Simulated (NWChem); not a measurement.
# One shape, several levels: C3H4B (SMILES BC1=[C]C1)

Aim: a comparison of 5 runs (UHF/def2-SVP, UB3LYP/3-21G, UPBE0/def2-SVP, USVWN5/6-31G**, UCCSD(T)/STO-3G) of C3H4B. 

The results are computed with NWChem 7.3.0.

### 1 The structure to begin with

The species is C3H4B (8 atoms), meant as a doublet with charge 0. As SMILES, `BC1=[C]C1`. The coordinates come from a GFN2-xTB relaxation.

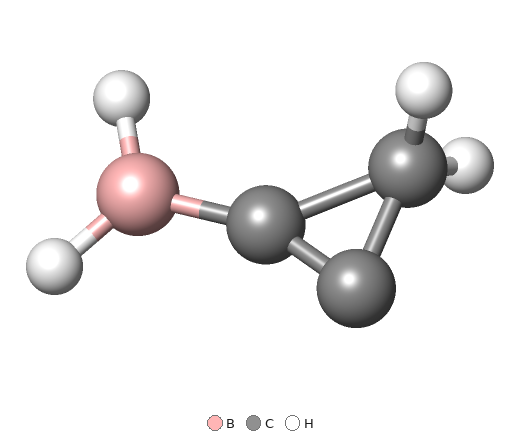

Viewed from a chosen angle; boron pink, carbon grey, hydrogen white.

### 2 Energy and gradient at UHF/def2-SVP (run 1)

Contents of geom.xyz:

```xyz
8

B     -0.240210     1.517870     0.020800
C      0.271420     0.155730     0.326000
C      0.959580    -0.791410     0.912930
C      0.124180    -1.386700    -0.126710
H     -1.041560     1.659450    -0.821710
H      0.155580     2.436650     0.625700
H     -0.786810    -1.909110     0.136340
H      0.557830    -1.682460    -1.073350
```

Contents of run.py:

```python
from ase.io import read
from ase.calculators.nwchem import NWChem

atoms = read('geom.xyz')

calc = NWChem(
    label='geom',
    theory='scf',
    memory='2200 mb',
    basis='def2-SVP',
    basispar='spherical bse',
    scf={'nopen': '1', 'uhf': None, 'thresh': '1e-08', 'maxiter': '80', 'print': 'low'},
)
atoms.calc = calc

forces = atoms.get_forces()
e = atoms.get_potential_energy()
print(f"E = {e:.6f} eV")
print("forces (eV/A):")
for s, f in zip(atoms.symbols, forces):
    print(f"{s:2s} {f[0]:10.5f} {f[1]:10.5f} {f[2]:10.5f}")
```

Run with:

```sh
$ export ASE_NWCHEM_COMMAND="nwchem PREFIX.nwi > PREFIX.nwo"
$ python run.py
```

What it wrote:

```text
E = -3818.746451 eV
forces (eV/A):
B    -0.33198    0.65661   -0.21340
C     1.01836   -2.42270    0.65743
C    -0.39132    0.77143   -0.28981
C    -0.06721    0.39616    0.01028
H    -0.49185    0.16285   -0.51587
H     0.27403    0.63085    0.40701
H    -0.10629   -0.11616    0.06572
H     0.09626   -0.07898   -0.12125
```

The calculator wrote geom.nwi:

```
title "geom"

permanent_dir geom

scratch_dir geom

start geom

geometry units angstrom nocenter noautosym noautoz
  B  -2.4021000000000001e-01 1.5178700000000001e+00 2.0799999999999999e-02
  C  2.7141999999999999e-01 1.5573000000000001e-01 3.2600000000000001e-01
  C  9.5957999999999999e-01 -7.9140999999999995e-01 9.1293000000000002e-01
  C  1.2418000000000000e-01 -1.3867000000000000e+00 -1.2670999999999999e-01
  H  -1.0415600000000000e+00 1.6594500000000001e+00 -8.2171000000000005e-01
  H  1.5558000000000000e-01 2.4366500000000002e+00 6.2570000000000003e-01
  H  -7.8681000000000001e-01 -1.9091100000000001e+00 1.3633999999999999e-01
  H  5.5783000000000005e-01 -1.6824600000000001e+00 -1.0733500000000000e+00
end

memory 2200 mb

basis spherical bse noprint
   * library def2-SVP
end

scf
  nopen 1
  uhf
  thresh 1e-08
  maxiter 80
  print low
end

task scf gradient
```

geom.nwo:

```text
Northwest Computational Chemistry Package (NWChem) 7.3.0
             --------------------------------------------------------

           Job information
           ---------------

    nwchem branch   = 7.3.0
    use scalapack   = T
    input           = geom.nwi
    prefix          = geom.
    data base       = geom/geom.db
    status          = startup
    nproc           =        1

           Memory information
           ------------------

[... 5 lines left out ...]
    hardfail = no
[... 38 lines left out ...]
            Nuclear Dipole moment (a.u.)
[... 74 lines left out ...]
       Final UHF  results
[... 3 lines left out ...]
      One electron energy =   -357.937173066911
[... 1 line left out ...]
 Nuclear repulsion energy =     86.191779395290
[... 7 lines left out ...]
                              NWChem Gradients Module
                              -----------------------

                         UHF ENERGY GRADIENTS

    atom               coordinates                        gradient
                 x          y          z           x          y          z
   1 B      -0.453931   2.868358   0.039306    0.006456  -0.012769   0.004150
   2 C       0.512909   0.294287   0.616051   -0.019804   0.047114  -0.012785
   3 C       1.813343  -1.495548   1.725188    0.007610  -0.015002   0.005636
[... 4 lines of this table left out ...]
   8 H       1.054146  -3.179388  -2.028337   -0.001872   0.001536   0.002358

 Task  times  cpu:       26.2s     wall:       26.2s
 Total times  cpu:       26.2s     wall:       26.2s
```

It took 27 s on 1 thread of Intel Xeon Platinum 8488C (Sapphire Rapids), shared host; peak memory 0.1 GiB.

### 3 Energy and forces at UB3LYP/3-21G (run 2)

Contents of run.py:

```python
from ase import Atoms
from ase.calculators.nwchem import NWChem

molecule = Atoms(['B', 'C', 'C', 'C', 'H', 'H', 'H', 'H'], positions=[
    [-0.240210, 1.517870, 0.020800],
    [0.271420, 0.155730, 0.326000],
    [0.959580, -0.791410, 0.912930],
    [0.124180, -1.386700, -0.126710],
    [-1.041560, 1.659450, -0.821710],
    [0.155580, 2.436650, 0.625700],
    [-0.786810, -1.909110, 0.136340],
    [0.557830, -1.682460, -1.073350],
])

calc = NWChem(
    label='job',
    theory='dft',
    memory='2200 mb',
    basis='3-21G',
    basispar='spherical bse',
    dft={'xc': 'b3lyp', 'mult': '2', 'grid': 'xfine', 'convergence': 'energy 1e-08', 'iterations': '100', 'mulliken': None},
)
molecule.calc = calc

forces = molecule.get_forces()
print("Total energy (eV):", round(molecule.get_potential_energy(), 6))
print("forces (eV/A):")
for s, f in zip(molecule.symbols, forces):
    print(f"{s:2s} {f[0]:10.5f} {f[1]:10.5f} {f[2]:10.5f}")
```

Run with:

```sh
$ export ASE_NWCHEM_COMMAND="nwchem PREFIX.nwi > PREFIX.nwo"
$ python run.py
```

What it wrote:

```text
Total energy (eV): -3825.80451
forces (eV/A):
B    -0.01147   -0.45488   -0.07461
C     0.33949    0.81201    0.51638
C     0.45308    0.37487    0.57207
C    -0.56847   -1.33785   -0.86939
H    -0.39708    0.16255   -0.41179
H     0.23006    0.53114    0.34232
H    -0.14285   -0.06567    0.07209
H     0.09724   -0.02216   -0.14707
```

The calculator wrote job.nwi:

```
title "job"

permanent_dir job

scratch_dir job

start job

geometry units angstrom nocenter noautosym noautoz
  B  -2.4021000000000001e-01 1.5178700000000001e+00 2.0799999999999999e-02
  C  2.7141999999999999e-01 1.5573000000000001e-01 3.2600000000000001e-01
  C  9.5957999999999999e-01 -7.9140999999999995e-01 9.1293000000000002e-01
  C  1.2418000000000000e-01 -1.3867000000000000e+00 -1.2670999999999999e-01
  H  -1.0415600000000000e+00 1.6594500000000001e+00 -8.2171000000000005e-01
  H  1.5558000000000000e-01 2.4366500000000002e+00 6.2570000000000003e-01
  H  -7.8681000000000001e-01 -1.9091100000000001e+00 1.3633999999999999e-01
  H  5.5783000000000005e-01 -1.6824600000000001e+00 -1.0733500000000000e+00
end

memory 2200 mb

basis spherical bse noprint
   * library 3-21G
end

dft
  xc b3lyp
  mult 2
  grid xfine
  convergence energy 1e-08
  iterations 100
  mulliken
end

task dft gradient
```

job.nwo:

```text
Northwest Computational Chemistry Package (NWChem) 7.3.0
             --------------------------------------------------------

           Job information
           ---------------

    nwchem branch   = 7.3.0
    use scalapack   = T
    input           = job.nwi
    prefix          = job.
    data base       = job/job.db
    status          = startup
    nproc           =        1

           Memory information
           ------------------

[... 5 lines left out ...]
    hardfail = no
[... 123 lines left out ...]
          Convergence on energy requested:  1.00D-08
[... 29 lines left out ...]
          total energy or number of iterations.
[... 89 lines left out ...]
      One electron energy =     -357.367762877065
[... 753 lines left out ...]
          Convergence on energy requested:  1.00D-08
[... 29 lines left out ...]
          total energy or number of iterations.
[... 36 lines left out ...]
                 ----------------------------------------
                 |  Time  |  1-e(secs)   |  2-e(secs)   |
                 ----------------------------------------
                 |  CPU   |       0.00   |       0.13   |
                 ----------------------------------------
                 |  WALL  |       0.00   |       0.13   |
                 ----------------------------------------

 Task  times  cpu:       24.9s     wall:       24.9s
 Total times  cpu:       24.9s     wall:       24.9s
```

It took 26 s on 1 thread of Intel Xeon Platinum 8488C (Sapphire Rapids), shared host; peak memory 0.13 GiB.

Runs 3 to 4 aren't shown in full; the table further down has their settings and results.

### 4 A single-point energy at UCCSD(T)/STO-3G (run 5)

Contents of run.py:

```python
from ase import Atoms
from ase.calculators.nwchem import NWChem

mol = Atoms('BCCCHHHH', positions=[
    [-0.240210, 1.517870, 0.020800],
    [0.271420, 0.155730, 0.326000],
    [0.959580, -0.791410, 0.912930],
    [0.124180, -1.386700, -0.126710],
    [-1.041560, 1.659450, -0.821710],
    [0.155580, 2.436650, 0.625700],
    [-0.786810, -1.909110, 0.136340],
    [0.557830, -1.682460, -1.073350],
])

calc = NWChem(
    label='c3h4b',
    theory='tce',
    memory='2200 mb',
    basis='STO-3G',
    basispar='spherical bse',
    scf={'nopen': '1', 'uhf': None, 'thresh': '1e-08', 'maxiter': '80'},
    tce={'scf': None, 'ccsd(t)': None, 'freeze': 'core 4', 'maxiter': '60'},
    task='energy',
)
mol.calc = calc

print("Total energy (eV):", round(mol.get_potential_energy(), 6))
```

Run with:

```sh
$ export ASE_NWCHEM_COMMAND="nwchem PREFIX.nwi > PREFIX.nwo"
$ python run.py
```

What it wrote:

```text
Total energy (eV): -3781.31949
```

The calculator wrote c3h4b.nwi:

```
title "c3h4b"

permanent_dir c3h4b

scratch_dir c3h4b

start c3h4b

geometry units angstrom nocenter noautosym noautoz
  B  -2.4021000000000001e-01 1.5178700000000001e+00 2.0799999999999999e-02
  C  2.7141999999999999e-01 1.5573000000000001e-01 3.2600000000000001e-01
  C  9.5957999999999999e-01 -7.9140999999999995e-01 9.1293000000000002e-01
  C  1.2418000000000000e-01 -1.3867000000000000e+00 -1.2670999999999999e-01
  H  -1.0415600000000000e+00 1.6594500000000001e+00 -8.2171000000000005e-01
  H  1.5558000000000000e-01 2.4366500000000002e+00 6.2570000000000003e-01
  H  -7.8681000000000001e-01 -1.9091100000000001e+00 1.3633999999999999e-01
  H  5.5783000000000005e-01 -1.6824600000000001e+00 -1.0733500000000000e+00
end

memory 2200 mb

basis spherical bse noprint
   * library STO-3G
end

scf
  nopen 1
  uhf
  thresh 1e-08
  maxiter 80
end
tce
  scf
  ccsd(t)
  freeze core 4
  maxiter 60
end

task tce energy
```

c3h4b.nwo:

```text
Northwest Computational Chemistry Package (NWChem) 7.3.0
             --------------------------------------------------------

           Job information
           ---------------

    nwchem branch   = 7.3.0
    use scalapack   = T
    input           = c3h4b.nwi
    prefix          = c3h4b.
    data base       = c3h4b/c3h4b.db
    status          = startup
    nproc           =        1

           Memory information
           ------------------

[... 5 lines left out ...]
    hardfail = no
[... 136 lines left out ...]
 Convergence threshold     :          1.000E-08
[... 22 lines left out ...]
      One electron energy =   -357.515959328975
[... 38 lines left out ...]
          Final beta eigenvalues
[... 596 lines left out ...]
 CCSD total energy / hartree       =      -138.956418436364089
[... 14 lines left out ...]
 CCSD[T]  correction energy / hartree =        -0.005553978141321
 CCSD[T] correlation energy / hartree =        -0.247521329043795
 CCSD[T] total energy / hartree       =      -138.961972414505397
 CCSD(T)  correction energy / hartree =        -0.004510884370959
 CCSD(T) correlation energy / hartree =        -0.246478235273434
 CCSD(T) total energy / hartree       =      -138.960929320735062

 Task  times  cpu:        3.4s     wall:        3.4s
 Total times  cpu:        3.5s     wall:        3.5s
```

Run time: 4.8 s. Hardware: 1 thread of Intel Xeon Platinum 8488C (Sapphire Rapids), shared host; peak memory 0.11 GiB.

### 5 All runs side by side

| run | level | iteration cap | module | energy (Eh) | ⟨S²⟩ | largest force (eV/Å) | wall time |
| --- | --- | --- | --- | --- | --- | --- | --- |
| 1 | UHF/def2-SVP | 80 | scf | -140.336345 | 0.997 | 2.709 | 27 s |
| 2 | UB3LYP/3-21G | 100 | dft | -140.595724 | 0.758 | 1.694 | 26 s |
| 3 | UPBE0/def2-SVP | 100 | dft | -141.098159 | 0.761 | 1.140 | 58 s |
| 4 | USVWN5/6-31G** (spherical functions) | 100 | dft | -139.992637 | 0.755 | 0.954 | 20 s |
| 5 | UCCSD(T)/STO-3G | 80 | tce | -138.960929 | 1.140 | – | 4.8 s |

### 6 What came out

| quantity | value |
| --- | --- |
| run 5: total energy | -138.96093 Eh |
| run 5: HOMO energy (Hartree–Fock orbitals) (highest over α and β) | -8.34 eV |
| run 5: LUMO energy (Hartree–Fock orbitals) (lowest over α and β) | 4.66 eV |
| run 5: correlation energy (4 core orbitals frozen) | -246.5 mEh |
| run 5: (T) correction | -4.51 mEh |
| run 5: ⟨S²⟩ of the reference determinant | 1.140 |

In words: Over runs 2, 3, 4 the dipole moment (its size) runs from 1.25 D (UB3LYP/3-21G) to 1.36 D (USVWN5/6-31G**). The two ends differ in method and basis. Totals of different functionals can't be ranked against each other. In run 5 the basis is minimal, so the values are rough. Spin contamination of the reference: run 5 ⟨S²⟩ = 1.14, run 1 ⟨S²⟩ = 1.00. All runs together took 2.3 min, the longest 58 s.
